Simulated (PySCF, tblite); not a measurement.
# C4H4F4OSi: geometry, infrared bands and NMR shifts

Wanted: the infrared bands and NMR shifts of C4H4F4OSi (`O=C(F)/C(=C/[SiH3])C(F)(F)F`), by calculation.

The runs use tblite 0.8.0 and PySCF 2.14.0, with density-fitted response routines of our own; the level of theory stands in each step. All values are computed, except where a source is named. Atoms are numbered from 0 throughout.

### 1 Starting geometry

14 atoms, charge 0, multiplicity 1; geometry from: force field or distance geometry start.

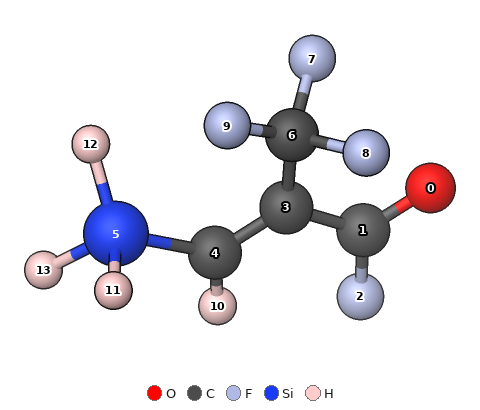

As it starts; oxygen red, carbon dark grey, fluorine light blue, silicon blue, hydrogen pink, atoms numbered; sticks join atoms by distance.

### 2 Optimising the geometry with GFN2-xTB

The job: settings as JSON, then the geometry in Å.

```
{"job": {"kind": "relax", "xc": "GFN2-xTB", "basis": "xTB"}, "charge": 0, "multiplicity": 1}
O     -2.878500    -0.870100     0.282800
C     -1.737000    -1.254800     0.032100
F     -1.515500    -2.576400    -0.223100
C     -0.624000    -0.294700     0.042400
C      0.588200    -0.745400    -0.200900
Si     2.047900     0.298200    -0.238900
C     -0.905500     1.104000     0.342900
F     -1.465100     1.211200     1.625900
F     -1.950100     1.438500    -0.521900
F      0.064100     2.002600     0.104800
H      0.691000    -1.813400    -0.418700
H      2.293800     0.749800    -1.630600
H      2.160200     1.341900     0.765600
H      3.229800    -0.591800     0.015500
```

Launch:

```console
OMP_NUM_THREADS=1 python probes_run.py task.json out
```

The driver reads the jobs from task.json and runs them one after another.

**Question.** This job is followed by: GFN2-xTB harmonic vibrations, gas phase; GIAO PBE0/pcSseg-1 NMR shielding, non-relativistic, gas phase. Predict these results of the whole session: strongest single infrared mode (GFN2-xTB); zero-point energy (GFN2-xTB); 13C shifts against TMS (PBE0/pcSseg-1); 1H shifts against TMS (PBE0/pcSseg-1, means over atoms taken as alike); 17O shifts against H2O (PBE0/pcSseg-1); 19F shifts against CFCl3 (PBE0/pcSseg-1, means over atoms taken as alike); 29Si shifts against TMS (PBE0/pcSseg-1); surface potential, least and greatest.

**Answer**, as computed:

```
                                                                 quantity                           value
                                strongest single infrared mode (GFN2-xTB)           1844 cm⁻¹, 513 km/mol
                                             zero-point energy (GFN2-xTB)                   44.3 kcal/mol
                                   13C shifts against TMS (PBE0/pcSseg-1)  164.0, 157.8, 141.8, 131.9 ppm
   1H shifts against TMS (PBE0/pcSseg-1, means over atoms taken as alike)                  8.43, 4.38 ppm
                                   17O shifts against H2O (PBE0/pcSseg-1)                       448.6 ppm
19F shifts against CFCl3 (PBE0/pcSseg-1, means over atoms taken as alike)                 24.1, -76.6 ppm
                                  29Si shifts against TMS (PBE0/pcSseg-1)                       -80.1 ppm
                                    surface potential, least and greatest              -1.25 V and 1.62 V
```

What this shows: Relaxing lowered the energy by 0.901 eV in 60 steps; the close pair that moved most is C4–Si5, from 1.795 to 1.905 Å. The lowest mode is slightly imaginary (4i cm⁻¹), a soft motion within the noise of the Hessian, so the minimum is not strictly shown. The strongest single mode, at 1844 cm⁻¹, moves mainly C1 and O0. Unscaled tight-binding wavenumbers are off by several per cent, some by more. Its intensities can rank the bands wrongly. At PBE0/pcSseg-1: Shielding is most anisotropic at O0 (span 612 ppm, paramagnetic term -512 ppm). At PBE0/pcSseg-1, counted by nearest atom on the grid, the HOMO lies on O0 57 %; F2 9 %, the LUMO on C4 33 %; C1, C3 about 16 % each.
